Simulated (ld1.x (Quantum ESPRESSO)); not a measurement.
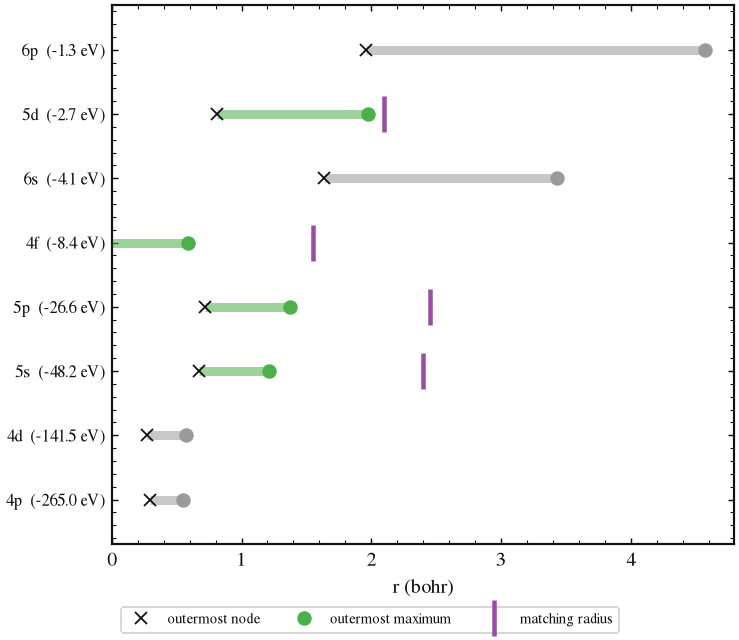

**Figure 1.** Outer shells of the all-electron reference atom: each bar runs from the outermost node (or the nucleus) to the outermost maximum of u(r); the tick is the radius chosen for the pseudo-wave. Shells without a tick have no pseudo-wave of their own. Levels, nodes and maxima are from ld1.x, scalar-relativistic.

- Radii against the shells: 5s: 2.40 bohr, outside the maximum; 5p: 2.45 bohr, outside the maximum; 4f: 1.55 bohr, outside the maximum; 5d: 2.10 bohr, outside the maximum. In the spherical-Bessel test 5p stands at −1.971 Ry at the top cutoff of 400 Ry against −1.958 Ry all-electron and −1.910 Ry from the radial solver of ld1.x. No cutoff can be given, and the search for ghost states has no verdict.

# Pseudopotential generation for Eu (part 1 of 2)

System: europium (Eu, Z = 63), core [Kr] 4d10, reference valence 4f6 5s2 5p6 5d1 6s2 6p0, valence charge 17.
Method: TM semilocal potential, PBEsol, scalar-relativistic, made with ld1.x (Quantum ESPRESSO) 7.5.

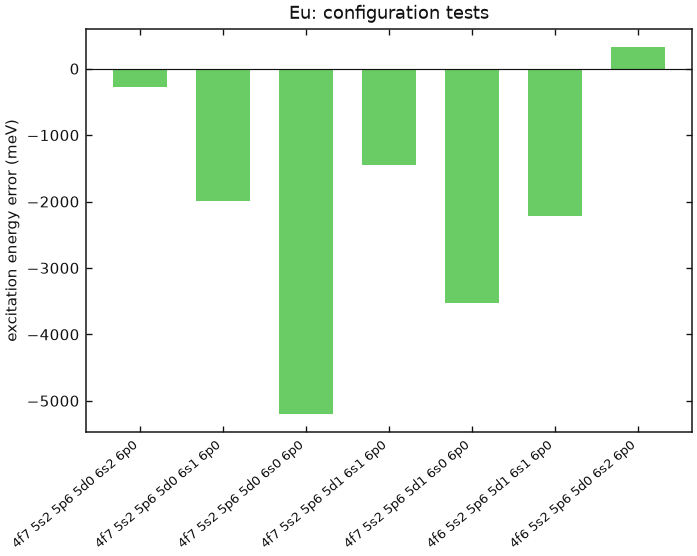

**Figure 2.** Errors, all-electron minus pseudo, of the energies of valence configurations relative to the unpolarised reference 4f6 5s2 5p6 5d1 6s2 6p0.

- Worst configuration: 4f7 5s2 5p6 5d0 6s0 6p0 (charge +2): the error is -5193 meV on an all-electron energy of +13.75 eV relative to the reference, or 38 %. Note that the pseudo-atom misses its own reference levels by up to 1.56 eV.
- Configurations within 10 meV and within 50 meV: 0 and 0 of 7.
- Errors in meV: 4f7 5s2 5p6 5d0 6s2 6p0: -281; 4f7 5s2 5p6 5d0 6s1 6p0: -1993; 4f7 5s2 5p6 5d0 6s0 6p0: -5193; 4f7 5s2 5p6 5d1 6s1 6p0: -1442; 4f7 5s2 5p6 5d1 6s0 6p0: -3524; 4f6 5s2 5p6 5d1 6s1 6p0: -2211; 4f6 5s2 5p6 5d0 6s2 6p0: +326.

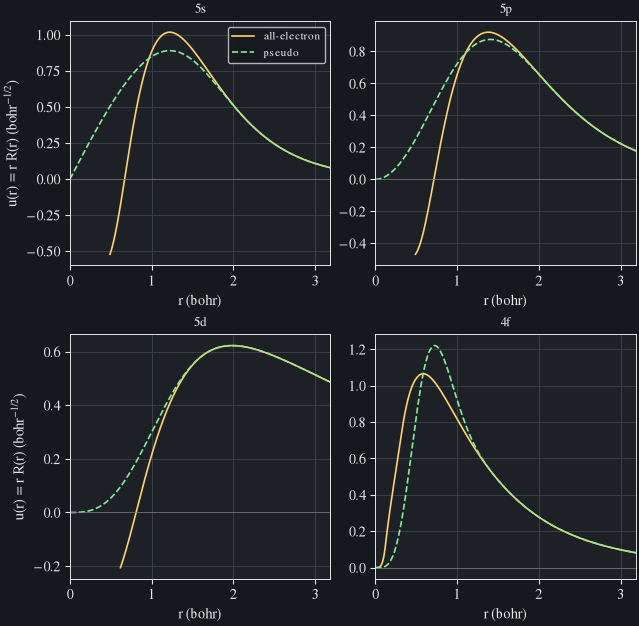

**Figure 3.** All-electron valence functions (solid) with their pseudo partners (dashed). The innermost oscillations of some all-electron curves aren't drawn. Reference configuration 4f6 5s2 5p6 5d1 6s2 6p0.

- Matching radii: 5s at 2.40 bohr; 5p at 2.45 bohr; 5d at 2.10 bohr; 4f at 1.55 bohr. The curves merge smoothly, so the plot gives these only roughly.
- Nodes of the pseudo-waves: 5s has no node; 5p has no node; 5d has no node; 4f has no node. The potential isn't sound: the pseudo-atom misses its own reference levels by up to 1.56 eV.

Input and output of the run follow.

## The input
```
 &input
   title='Eu', zed=63., rel=1, dft='PBESOL', iswitch=3,
   config='[Xe] 4f6 5d1 6s2 6p0',
   nld=4, rlderiv=2.65, eminld=-6.0, emaxld=5.0, deld=0.02
 /
 &inputp
   pseudotype=1, tm=.true., lloc=3,
   nlcc=.true., rcore=1.10,
   file_pseudopw='Eu.pp', file_wfcaegen='ae.wfc', file_wfcncgen='nc.wfc'
 /
4
5S  1  0   2.00   0.00  2.40  2.40  0.0
5P  2  1   6.00   0.00  2.45  2.45  0.0
5D  3  2   1.00   0.00  2.10  2.10  0.0
4F  4  3   6.00   0.00  1.55  1.55  0.0
 &test
   configts(1)='4f6 5s2 5p6 5d1 6s2 6p0'
 /
```

## Input of the test run
```
 &input
   title='Eu', zed=63., rel=1, dft='PBESOL', iswitch=2,
   config='[Xe] 4f6 5d1 6s2 6p0'
 /
 &test
   file_pseudo='Eu.pp', nconf=8,
   configts(1)='4f6 5s2 5p6 5d1 6s2 6p0',
   configts(2)='4f7 5s2 5p6 5d0 6s2 6p0',
   configts(3)='4f7 5s2 5p6 5d0 6s1 6p0',
   configts(4)='4f7 5s2 5p6 5d0 6s0 6p0',
   configts(5)='4f7 5s2 5p6 5d1 6s1 6p0',
   configts(6)='4f7 5s2 5p6 5d1 6s0 6p0',
   configts(7)='4f6 5s2 5p6 5d1 6s1 6p0',
   configts(8)='4f6 5s2 5p6 5d0 6s2 6p0'
 /
```

Run as:
```bash
ld1.x < Eu.in > Eu.out
```

## Log
```
     Program LD1 v.7.5
     --------------------------- All-electron run ----------------------------

     Eu
     scalar relativistic calculation

     atomic number is 63.00
     dft =PBESOL   lsd =0 sic =0 latt =0  beta=0.20 tr2=1.0E-14
     Exchange-correlation= PBESOL
                           (   1   4  10   8   0   0   0)
     mesh =1261 r(mesh) = 100.16965 a.u. xmin = -7.00 dx = 0.01250
     1 Ry =  13.60569312 eV, c = 137.03599908

     n l     nl                  e(Ry)          e(Ha)          e(eV)
     1 0     1S 1( 2.00)     -3554.1891     -1777.0945    -48357.2058
     2 0     2S 1( 2.00)      -584.0859      -292.0430     -7946.8936
     2 1     2P 1( 6.00)      -520.4942      -260.2471     -7081.6847
     3 0     3S 1( 2.00)      -128.9622       -64.4811     -1754.6206
     3 1     3P 1( 6.00)      -109.1762       -54.5881     -1485.4180
     4 0     4S 1( 2.00)       -25.9997       -12.9999      -353.7440
     4 1     4P 1( 6.00)       -19.4800        -9.7400      -265.0388
     3 2     3D 1(10.00)       -82.7131       -41.3566     -1125.3692
     5 0     5S 1( 2.00)        -3.5461        -1.7731       -48.2476
     5 1     5P 1( 6.00)        -1.9583        -0.9791       -26.6437
     4 2     4D 1(10.00)       -10.3972        -5.1986      -141.4606
     4 3     4F 1( 6.00)        -0.6174        -0.3087        -8.3995
     5 2     5D 1( 1.00)        -0.1955        -0.0978        -2.6601
     6 0     6S 1( 2.00)        -0.3001        -0.1500        -4.0827
     6 1     6P 1( 0.00)        -0.0968        -0.0484        -1.3167

     final scf error:  6.1E-15 reached in  33 iterations

     Etot =  -21680.359526 Ry,  -10840.179763 Ha, -294976.318511 eV

     Ekin =   23227.312875 Ry,   11613.656438 Ha,  316023.691053 eV
     Encl =  -52826.840537 Ry,  -26413.420269 Ha, -718745.781008 eV
     Eh   =    8394.910383 Ry,    4197.455192 Ha,  114218.574468 eV
     Exc  =    -475.742247 Ry,    -237.871124 Ha,   -6472.803023 eV

     normalization and overlap integrals

     s(1S/1S) =  1.000000  <r> =   0.0223  <r2> =    0.0007  r(max) =   0.0142
     s(2S/2S) =  1.000000  <r> =   0.0951  <r2> =    0.0107  r(max) =   0.0806
     s(2P/2P) =  1.000000  <r> =   0.0839  <r2> =    0.0086  r(max) =   0.0652
     s(3S/3S) =  1.000000  <r> =   0.2497  <r2> =    0.0712  r(max) =   0.2304
     s(3P/3P) =  1.000000  <r> =   0.2481  <r2> =    0.0714  r(max) =   0.2247
     s(4S/4S) =  1.000000  <r> =   0.5654  <r2> =    0.3608  r(max) =   0.5256
     s(4P/4P) =  1.000000  <r> =   0.5984  <r2> =    0.4072  r(max) =   0.5526
     s(3D/3D) =  1.000000  <r> =   0.2260  <r2> =    0.0601  r(max) =   0.1839
     s(5S/5S) =  1.000000  <r> =   1.3587  <r2> =    2.0765  r(max) =   1.2145
     s(5P/5P) =  1.000000  <r> =   1.5891  <r2> =    2.8698  r(max) =   1.3763
     s(4D/4D) =  1.000000  <r> =   0.6515  <r2> =    0.4923  r(max) =   0.5737
     s(4F/4F) =  1.000000  <r> =   0.8939  <r2> =    1.0537  r(max) =   0.5882
     s(5D/5D) =  1.000000  <r> =   2.8441  <r2> =    9.9770  r(max) =   1.9776
     s(6S/6S) =  1.000000  <r> =   4.0242  <r2> =   18.3819  r(max) =   3.4276
     s(6P/6P) =  1.000000  <r> =   5.6151  <r2> =   36.4025  r(max) =   4.5693

     ------------------------ End of All-electron run ------------------------

     --------------------- Generating NC pseudopotential ---------------------

      Generating local pot.: lloc=3, matching radius rcloc =   1.5500

      Computing core charge for nlcc:

       r > 1.11 : true rho core
       r < 1.11 : rho core = a sin(br)/r    a=   9.13  b=   2.48

      Integrated core pseudo-charge :   6.90

      Wfc   5S  rcut= 2.415  Using Troullier-Martins method

      Wfc   5P  rcut= 2.477  Using Troullier-Martins method

      Wfc   5D  rcut= 2.079  Using Troullier-Martins method

     ------------------- End of pseudopotential generation -------------------

     --------------------------- All-electron run ----------------------------

     Eu
     scalar relativistic calculation

     atomic number is 63.00
     dft =PBESOL   lsd =0 sic =0 latt =0  beta=0.20 tr2=1.0E-14
     Exchange-correlation= PBESOL
                           (   1   4  10   8   0   0   0)
     mesh =1261 r(mesh) = 100.16965 a.u. xmin = -7.00 dx = 0.01250
     1 Ry =  13.60569312 eV, c = 137.03599908

     n l     nl                  e(Ry)          e(Ha)          e(eV)
     1 0     1S 1( 2.00)     -3554.1891     -1777.0945    -48357.2058
     2 0     2S 1( 2.00)      -584.0859      -292.0430     -7946.8936
     2 1     2P 1( 6.00)      -520.4942      -260.2471     -7081.6847
     3 0     3S 1( 2.00)      -128.9622       -64.4811     -1754.6206
     3 1     3P 1( 6.00)      -109.1762       -54.5881     -1485.4180
     4 0     4S 1( 2.00)       -25.9997       -12.9999      -353.7440
     4 1     4P 1( 6.00)       -19.4800        -9.7400      -265.0388
     3 2     3D 1(10.00)       -82.7131       -41.3566     -1125.3692
     5 0     5S 1( 2.00)        -3.5461        -1.7731       -48.2476
     5 1     5P 1( 6.00)        -1.9583        -0.9791       -26.6437
     4 2     4D 1(10.00)       -10.3972        -5.1986      -141.4606
     4 3     4F 1( 6.00)        -0.6174        -0.3087        -8.3995
     5 2     5D 1( 1.00)        -0.1955        -0.0978        -2.6601
     6 0     6S 1( 2.00)        -0.3001        -0.1500        -4.0827
     6 1     6P 1( 0.00)        -0.0968        -0.0484        -1.3167

     final scf error:  6.1E-15 reached in  33 iterations

     Etot =  -21680.359526 Ry,  -10840.179763 Ha, -294976.318511 eV

     Ekin =   23227.312875 Ry,   11613.656438 Ha,  316023.691053 eV
     Encl =  -52826.840537 Ry,  -26413.420269 Ha, -718745.781008 eV
     Eh   =    8394.910383 Ry,    4197.455192 Ha,  114218.574468 eV
     Exc  =    -475.742247 Ry,    -237.871124 Ha,   -6472.803023 eV

     normalization and overlap integrals

     s(1S/1S) =  1.000000  <r> =   0.0223  <r2> =    0.0007  r(max) =   0.0142
     s(2S/2S) =  1.000000  <r> =   0.0951  <r2> =    0.0107  r(max) =   0.0806
     s(2P/2P) =  1.000000  <r> =   0.0839  <r2> =    0.0086  r(max) =   0.0652
     s(3S/3S) =  1.000000  <r> =   0.2497  <r2> =    0.0712  r(max) =   0.2304
     s(3P/3P) =  1.000000  <r> =   0.2481  <r2> =    0.0714  r(max) =   0.2247
     s(4S/4S) =  1.000000  <r> =   0.5654  <r2> =    0.3608  r(max) =   0.5256
     s(4P/4P) =  1.000000  <r> =   0.5984  <r2> =    0.4072  r(max) =   0.5526
     s(3D/3D) =  1.000000  <r> =   0.2260  <r2> =    0.0601  r(max) =   0.1839
     s(5S/5S) =  1.000000  <r> =   1.3587  <r2> =    2.0765  r(max) =   1.2145
     s(5P/5P) =  1.000000  <r> =   1.5891  <r2> =    2.8698  r(max) =   1.3763
     s(4D/4D) =  1.000000  <r> =   0.6515  <r2> =    0.4923  r(max) =   0.5737
     s(4F/4F) =  1.000000  <r> =   0.8939  <r2> =    1.0537  r(max) =   0.5882
     s(5D/5D) =  1.000000  <r> =   2.8441  <r2> =    9.9770  r(max) =   1.9776
     s(6S/6S) =  1.000000  <r> =   4.0242  <r2> =   18.3819  r(max) =   3.4276
     s(6P/6P) =  1.000000  <r> =   5.6151  <r2> =   36.4025  r(max) =   4.5693

     ------------------------ End of All-electron run ------------------------

     Computing logarithmic derivative in   2.65285
     Computing logarithmic derivative in   2.65285
     Computing the partial wave expansion
     R is outside the sphere for l=    0 j= 0.00
     R is outside the sphere for l=    1 j= 0.00
     R is outside the sphere for l=    2 j= 0.00
       no projector for channel:   3

     ---------------------- Testing the pseudopotential ----------------------

     Eu
     scalar relativistic calculation

     atomic number is 63.00   valence charge is 17.00
     dft =PBESOL   lsd =0 sic =0 latt =0  beta=0.20 tr2=1.0E-14
     mesh =1261 r(mesh) = 100.16965 xmin = -7.00 dx = 0.01250

     n l     nl             e AE (Ry)        e PS (Ry)    De AE-PS (Ry)
     4 3     4F   1( 6.00)       -0.61735       -0.55140       -0.06595  !
     1 0     5S   1( 2.00)       -3.54614       -3.49022       -0.05591  !
     2 1     5P   1( 6.00)       -1.95827       -1.91026       -0.04801  !
     3 2     5D   1( 1.00)       -0.19552       -0.16838       -0.02714  !
     2 0     6S   1( 2.00)       -0.30007       -0.41486        0.11479  !
     3 1     6P   1( 0.00)       -0.09677       -0.02903       -0.06774  !

     eps = 6.6E-15  iter = 28

     Etot =  -21680.359526 Ry,  -10840.179763 Ha, -294976.318511 eV
     Etotps =  -201.093791 Ry,    -100.546895 Ha,   -2736.020409 eV

     Ekin =     174.562517 Ry,      87.281258 Ha,    2375.044033 eV
     Encl =    -552.926847 Ry,    -276.463423 Ha,   -7522.952998 eV
     Ehrt =     174.840082 Ry,      87.420041 Ha,    2378.820503 eV
     Ecxc =     -33.245263 Ry,     -16.622631 Ha,    -452.324846 eV
     (Ecc =      -7.915075 Ry,      -3.957538 Ha,    -107.690083 eV)
     Epseu=      35.675720 Ry,      17.837860 Ha,     485.392899 eV

     ---------------------- End of pseudopotential test ----------------------
```

## Output of the test run (extracts)
```
     ---------------------- Testing the pseudopotential ----------------------

     Eu
     scalar relativistic calculation

     atomic number is 63.00   valence charge is 17.00
     dft =PBESOL   lsd =0 sic =0 latt =0  beta=0.20 tr2=1.0E-14
     mesh =1261 r(mesh) = 100.16965 xmin = -7.00 dx = 0.01250

     n l     nl             e AE (Ry)        e PS (Ry)    De AE-PS (Ry)
     4 3     4F   1( 6.00)       -0.61735       -0.55140       -0.06595  !
     1 0     5S   1( 2.00)       -3.54614       -3.49022       -0.05591  !
     2 1     5P   1( 6.00)       -1.95827       -1.91026       -0.04801  !
     3 2     5D   1( 1.00)       -0.19552       -0.16838       -0.02714  !
     2 0     6S   1( 2.00)       -0.30007       -0.41486        0.11479  !
     3 1     6P   1( 0.00)       -0.09677       -0.02903       -0.06774  !

     eps = 7.2E-15  iter = 27

     Etot =  -21680.359526 Ry,  -10840.179763 Ha, -294976.318511 eV
     Etotps =  -201.093791 Ry,    -100.546895 Ha,   -2736.020405 eV

     Ekin =     174.268360 Ry,      87.134180 Ha,    2371.041833 eV
     Encl =    -552.926848 Ry,    -276.463424 Ha,   -7522.953010 eV
     Ehrt =     174.840082 Ry,      87.420041 Ha,    2378.820504 eV
     Ecxc =     -33.245263 Ry,     -16.622631 Ha,    -452.324846 eV
     (Ecc =      -7.915075 Ry,      -3.957538 Ha,    -107.690083 eV)
     Epseu=      35.969877 Ry,      17.984939 Ha,     489.395114 eV

     ---------------------- End of pseudopotential test ----------------------

     ---------------------- Testing the pseudopotential ----------------------

     Eu
     scalar relativistic calculation

     atomic number is 63.00   valence charge is 17.00
     dft =PBESOL   lsd =0 sic =0 latt =0  beta=0.20 tr2=1.0E-14
     mesh =1261 r(mesh) = 100.16965 xmin = -7.00 dx = 0.01250

     n l     nl             e AE (Ry)        e PS (Ry)    De AE-PS (Ry)
     4 3     4F   1( 7.00)       -0.20258       -0.19337       -0.00921  !
     1 0     5S   1( 2.00)       -3.28520       -3.23666       -0.04854  !
     2 1     5P   1( 6.00)       -1.74866       -1.72390       -0.02476  !
     3 2     5D   1( 0.00)       -0.11575       -0.10805       -0.00770  !
     2 0     6S   1( 2.00)       -0.26760       -0.34931        0.08172  !
     3 1     6P   1( 0.00)       -0.08668       -0.08668        0.00000

     eps = 4.6E-15  iter = 28

     Etot =  -21680.610364 Ry,  -10840.305182 Ha, -294979.731335 eV
     Etotps =  -201.323988 Ry,    -100.661994 Ha,   -2739.152396 eV
     dEtot_ae =      -0.250838 Ry
     dEtot_ps =      -0.230197 Ry,   Delta E=      -0.020641 Ry

     Ekin =     185.739158 Ry,      92.869579 Ha,    2527.109990 eV
     Encl =    -564.388426 Ry,    -282.194213 Ha,   -7678.895730 eV
     Ehrt =     179.063034 Ry,      89.531517 Ha,    2436.276685 eV
     Ecxc =     -33.828388 Ry,     -16.914194 Ha,    -460.258670 eV
     (Ecc =      -7.915075 Ry,      -3.957538 Ha,    -107.690083 eV)
     Epseu=      32.090635 Ry,      16.045317 Ha,     436.615329 eV

     ---------------------- End of pseudopotential test ----------------------

     ---------------------- Testing the pseudopotential ----------------------

     Eu
     scalar relativistic calculation

     atomic number is 63.00   valence charge is 17.00
     dft =PBESOL   lsd =0 sic =0 latt =0  beta=0.20 tr2=1.0E-14
     mesh =1261 r(mesh) = 100.16965 xmin = -7.00 dx = 0.01250

     n l     nl             e AE (Ry)        e PS (Ry)    De AE-PS (Ry)
     4 3     4F   1( 7.00)       -0.65801       -0.74176        0.08375  !
     1 0     5S   1( 2.00)       -3.74567       -3.78253        0.03686  !
     2 1     5P   1( 6.00)       -2.20792       -2.26315        0.05524  !
     3 2     5D   1( 0.00)       -0.52492       -0.58214        0.05722  !
     2 0     6S   1( 1.00)       -0.62627       -0.80109        0.17481  !
     3 1     6P   1( 0.00)       -0.38991       -0.11697       -0.27293  !

     eps = 7.4E-15  iter = 15

     Etot =  -21680.166761 Ry,  -10840.083381 Ha, -294973.695806 eV
     Etotps =  -200.754536 Ry,    -100.377268 Ha,   -2731.404614 eV
     dEtot_ae =       0.192765 Ry
     dEtot_ps =       0.339254 Ry,   Delta E=      -0.146489 Ry

     Ekin =     184.729140 Ry,      92.364570 Ha,    2513.367994 eV
     Encl =    -554.647381 Ry,    -277.323690 Ha,   -7546.362052 eV
     Ehrt =     170.148991 Ry,      85.074495 Ha,    2314.994954 eV
     Ecxc =     -33.379061 Ry,     -16.689531 Ha,    -454.145266 eV
     (Ecc =      -7.915075 Ry,      -3.957538 Ha,    -107.690083 eV)
     Epseu=      32.393775 Ry,      16.196887 Ha,     440.739755 eV

     ---------------------- End of pseudopotential test ----------------------

     ---------------------- Testing the pseudopotential ----------------------

     Eu
     scalar relativistic calculation

     atomic number is 63.00   valence charge is 17.00
     dft =PBESOL   lsd =0 sic =0 latt =0  beta=0.20 tr2=1.0E-14
     mesh =1261 r(mesh) = 100.16965 xmin = -7.00 dx = 0.01250

     n l     nl             e AE (Ry)        e PS (Ry)    De AE-PS (Ry)
     4 3     4F   1( 7.00)       -1.18888       -1.39161        0.20272  !
     1 0     5S   1( 2.00)       -4.28282       -4.42270        0.13988  !
     2 1     5P   1( 6.00)       -2.74066       -2.88934        0.14868  !
     3 2     5D   1( 0.00)       -0.99657       -1.13429        0.13771  !
     2 0     6S   1( 0.00)       -1.01370       -1.31496        0.30126  !
     3 1     6P   1( 0.00)       -0.71589       -0.40564       -0.31024  !

     eps = 6.9E-15  iter = 23

     Etot =  -21679.348672 Ry,  -10839.674336 Ha, -294962.565143 eV
     Etotps =  -199.701229 Ry,     -99.850615 Ha,   -2717.073643 eV
     dEtot_ae =       1.010854 Ry
     dEtot_ps =       1.392561 Ry,   Delta E=      -0.381707 Ry

     Ekin =     182.495425 Ry,      91.247712 Ha,    2482.976748 eV
     Encl =    -542.624695 Ry,    -271.312347 Ha,   -7382.785075 eV
     Ehrt =     160.223825 Ry,      80.111912 Ha,    2179.956189 eV
     Ecxc =     -32.851250 Ry,     -16.425625 Ha,    -446.964024 eV
     (Ecc =      -7.915075 Ry,      -3.957538 Ha,    -107.690083 eV)
     Epseu=      33.055465 Ry,      16.527733 Ha,     449.742519 eV

     ---------------------- End of pseudopotential test ----------------------
```

(Continued in part 2.) Outcome of the run: generated; the Bessel test doesn't meet the 5p level; the pseudo-atom misses its reference levels by up to 1.56 eV (6s, which has no pseudo-wave of its own).
